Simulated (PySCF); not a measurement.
**SiBr$_{2}$Cl$_{2}$: geometry relaxation**

System: SiBr$_{2}$Cl$_{2}$.
Method: PBE0-D3(BJ)/def2-SVP geometry optimisation, gas phase (PySCF 2.14.0).

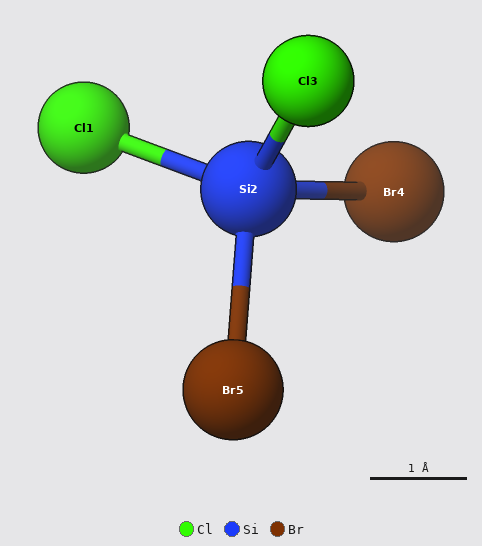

**Figure 1.** The starting structure (ball-and-stick view, seen at a tilt; atoms are numbered from 1 in the order of the input).

### Input
```
{"job": {"xc": "PBE0", "basis": "def2-SVP", "d3": "d3bj", "grid": 1, "maxiter": 30, "shake": 0.01, "kind": "geom"}, "charge": 0, "multiplicity": 1}
Cl     0.110080     1.966710    -0.523830
Si    -0.010400     0.067010     0.051440
Cl    -0.290960    -0.098550     2.029210
Br     1.848280    -0.996910    -0.564910
Br    -1.623430    -0.972230    -1.029790
```

The first line tells a small driver script what to run in PySCF; the rest is the geometry in Å.

Launch command:
```bash
OMP_NUM_THREADS=1 python <driver script> task.json out
```

### Output
```
step   0  E = -6356.38834159  max force = 0.028782
step   1  E = -6356.39058700  max force = 0.008772
step   2  E = -6356.39095426  max force = 0.004542
step   3  E = -6356.39102690  max force = 0.000491
step   4  E = -6356.39102098  max force = 0.001373
step   5  E = -6356.39102326  max force = 0.001161
step   6  E = -6356.39102547  max force = 0.000883
step   7  E = -6356.39102696  max force = 0.000575
step   8  E = -6356.39102752  max force = 0.000457
optimisation converged
```

### Trajectory as extended XYZ (Å, eV, eV/Å), 9 frames, from step=0 to step=8
```
5
Properties=species:S:1:pos:R:3:forces:R:3 step=0 energy=-172966.13686
Cl    0.1101    1.9667   -0.5238   -0.0046   1.0788  -0.2178
Si   -0.0104    0.0670    0.0514    0.4009  -1.4800  -0.8206
Cl   -0.2910   -0.0985    2.0292   -0.0777   0.0269   0.6867
Br    1.8483   -0.9969   -0.5649   -0.1471   0.2323   0.2533
Br   -1.6234   -0.9722   -1.0298   -0.1715   0.1420   0.0984
5
Properties=species:S:1:pos:R:3:forces:R:3 step=1 energy=-172966.19796
Cl   -0.1389    2.1084   -0.2024    0.0275  -0.3919   0.0243
Si   -0.3363    0.1412    0.3800   -0.1608   0.4511   0.2941
Cl   -0.5541    0.1182    2.4219    0.0439  -0.0154  -0.1980
Br    1.4366   -1.0267   -0.1555    0.0139   0.0116  -0.0542
Br   -2.1565   -0.6899   -0.5215    0.0754  -0.0553  -0.0661
5
Properties=species:S:1:pos:R:3:forces:R:3 step=2 energy=-172966.20795
Cl   -0.1347    2.0944   -0.2165   -0.0043  -0.1730   0.0270
Si   -0.3458    0.1488    0.3947   -0.0719   0.2336   0.1309
Cl   -0.5599    0.1249    2.4308    0.0044   0.0039  -0.1227
Br    1.4308   -1.0104   -0.1514    0.0498  -0.0245  -0.0168
Br   -2.1395   -0.7066   -0.5352    0.0220  -0.0399  -0.0185
5
Properties=species:S:1:pos:R:3:forces:R:3 step=3 energy=-172966.20993
Cl   -0.1392    2.0846   -0.2302   -0.0155   0.0100  -0.0039
Si   -0.3519    0.1562    0.4026    0.0236  -0.0086  -0.0159
Cl   -0.5753    0.1395    2.4308   -0.0169   0.0129  -0.0078
Br    1.4379   -0.9969   -0.1360    0.0095   0.0009   0.0252
Br   -2.1206   -0.7323   -0.5447   -0.0007  -0.0152   0.0024
5
Properties=species:S:1:pos:R:3:forces:R:3 step=4 energy=-172966.20977
Cl   -0.1472    2.0810   -0.2411   -0.0135   0.0504  -0.0186
Si   -0.3524    0.1581    0.4030    0.0349  -0.0706  -0.0468
Cl   -0.5892    0.1519    2.4278   -0.0191   0.0148   0.0318
Br    1.4479   -0.9891   -0.1173   -0.0023   0.0112   0.0313
Br   -2.1081   -0.7507   -0.5500   -0.0001  -0.0057   0.0024
5
Properties=species:S:1:pos:R:3:forces:R:3 step=5 energy=-172966.20983
Cl   -0.1481    2.0813   -0.2415   -0.0121   0.0401  -0.0174
Si   -0.3519    0.1578    0.4025    0.0297  -0.0597  -0.0399
Cl   -0.5899    0.1524    2.4275   -0.0174   0.0142   0.0272
Br    1.4488   -0.9892   -0.1160   -0.0026   0.0119   0.0293
Br   -2.1080   -0.7511   -0.5500    0.0024  -0.0065   0.0009
5
Properties=species:S:1:pos:R:3:forces:R:3 step=6 energy=-172966.20989
Cl   -0.1487    2.0818   -0.2413   -0.0104   0.0281  -0.0154
Si   -0.3514    0.1573    0.4020    0.0239  -0.0454  -0.0314
Cl   -0.5900    0.1523    2.4273   -0.0147   0.0134   0.0200
Br    1.4493   -0.9897   -0.1159   -0.0029   0.0127   0.0279
Br   -2.1084   -0.7506   -0.5496    0.0041  -0.0087  -0.0011
5
Properties=species:S:1:pos:R:3:forces:R:3 step=7 energy=-172966.20993
Cl   -0.1493    2.0822   -0.2413   -0.0083   0.0167  -0.0133
Si   -0.3508    0.1567    0.4015    0.0164  -0.0296  -0.0215
Cl   -0.5902    0.1523    2.4272   -0.0118   0.0124   0.0119
Br    1.4499   -0.9901   -0.1156   -0.0016   0.0121   0.0261
Br   -2.1087   -0.7500   -0.5493    0.0053  -0.0116  -0.0032
5
Properties=species:S:1:pos:R:3:forces:R:3 step=8 energy=-172966.20994
Cl   -0.1499    2.0825   -0.2412   -0.0064   0.0060  -0.0116
Si   -0.3502    0.1561    0.4010    0.0077  -0.0131  -0.0110
Cl   -0.5902    0.1523    2.4271   -0.0094   0.0113   0.0041
Br    1.4503   -0.9905   -0.1153    0.0014   0.0103   0.0235
Br   -2.1091   -0.7493   -0.5491    0.0067  -0.0144  -0.0050
```

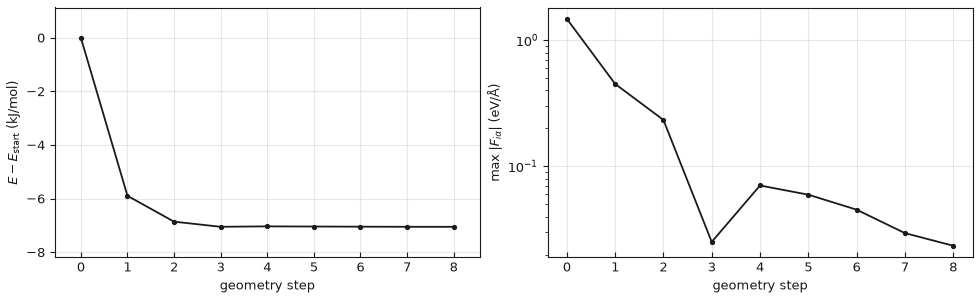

**Figure 2.** Progress of the relaxation, step by step (steps are counted from 0).

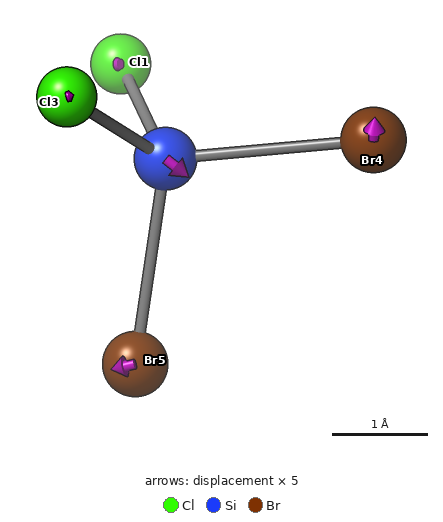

**Figure 3.** The starting structure with the displacements as pink arrows, magnified 5 times (ball-and-stick view, seen on its broad side). The two geometries are laid on each other by the best rigid fit. The energy falls by 7.05 kJ/mol in 8 geometry steps. Largest force component: 1.5 eV/Å at the start, 0.024 eV/Å at the end. The atom that moves furthest after the best rigid fit is Si2 (0.066 Å). Largest moves by element: Si 0.066 Å, Br 0.058 Å, Cl 0.024 Å. Distances before and after: Cl1–Si2 1.989 → 2.040 Å, Si2–Cl3 2.004 → 2.040 Å, Si2–Br4 2.229 → 2.196 Å, Si2–Br5 2.202 → 2.195 Å. Among the angles that change: Br4–Si2–Br5 104.5° → 109.9°, Cl1–Si2–Cl3 111.9° → 109.0°. (Atoms are counted from 1 in the order of the input.)

### Summary

```json
{"quantity": "outcome", "value": "converged"}
{"quantity": "total energy", "value": "−6356.391028 hartree"}
{"quantity": "dipole moment", "value": "0.21 D"}
{"quantity": "point group", "value": "C2v"}
{"quantity": "hardware", "value": "1 CPU thread, shared host"}
{"quantity": "wall time", "value": "72 s"}
{"quantity": "peak memory", "value": "0.57 GiB"}
```
